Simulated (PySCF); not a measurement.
Consider C2H10BNOSi (SMILES CN(C)BO[SiH3]).

The calculation's input:

```
{"job": {"kind": "nmr", "xc": "PBE0", "basis": "pcSseg-1"}, "charge": 0, "multiplicity": 1}
C     -2.029873    -0.598641    -0.637804
N     -0.800745    -0.071935    -0.107035
C     -0.958762     0.992714     0.851256
B      0.455647    -0.550100    -0.507798
O      1.599091    -0.002973     0.019875
Si     3.211212    -0.357960    -0.191927
H     -1.817233    -1.404494    -1.352660
H     -2.673876    -1.007679     0.162351
H     -2.613250     0.182111    -1.160633
H     -1.484382     1.857766     0.407156
H      0.026474     1.325552     1.200778
H     -1.549050     0.661316     1.724980
H      0.514536    -1.447047    -1.325139
H      3.743753    -1.011809     1.039209
H      3.402398    -1.268752    -1.361199
H      3.948002     0.917116    -0.423546
```

Launched as:

```sh
OMP_NUM_THREADS=1 python probes_run.py task.json out
```

Geometry: PBE0-D3(BJ)/def2-SVP.

Level of theory: PBE0/pcSseg-1, SCF density, gas phase, non-relativistic in PySCF.

Predict the electron density and electron localisation function between the atoms.

Answer. B–O (1.37 Å): the density is about 2 e/Å³ at the midpoint; the ELF peaks at about 0.90 between the atoms; a polar covalent bond.
B–N (1.40 Å): the density is about 1.9 e/Å³ at the midpoint; the ELF peaks at about 0.95 between the atoms: a polar covalent bond.
C–N (1.44 Å): ρ at the midpoint is about 2 e/Å³; the ELF peaks at about 0.95 between the atoms: localised, covalent bonding.
Si–O (1.66 Å): the density is about 1.1 e/Å³ at the midpoint; the ELF peaks at about 0.90 between the atoms (a shared but strongly polarised pair).

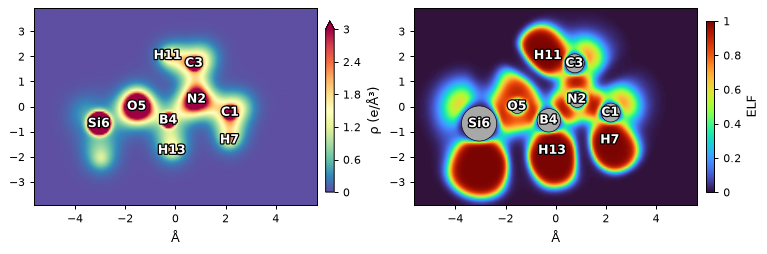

Computed electron density and electron localisation function on the plane of atoms N2, C1 and H7, in this order. Grey discs cover the atomic cores in the ELF map. 
